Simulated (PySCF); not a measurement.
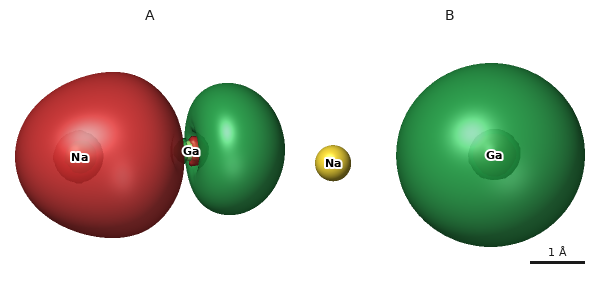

*NaGa. Two frontier orbitals, each drawn at the value that holds 80 % of its norm (green and red are the two phases), in no order; of a degenerate pair one member is drawn.*

Level of theory: PBE0/aug-pcseg-1, non-relativistic, at a bond length of 3.134 Å in PySCF.

Name the orbitals and rank them from lowest to highest energy.

Answer. Orbital B: σ, occupied, −9.31 eV; almost wholly on Ga.
Orbital A: σ, occupied, −3.52 eV; shared between the atoms (Na 40 %, Ga 60 %).
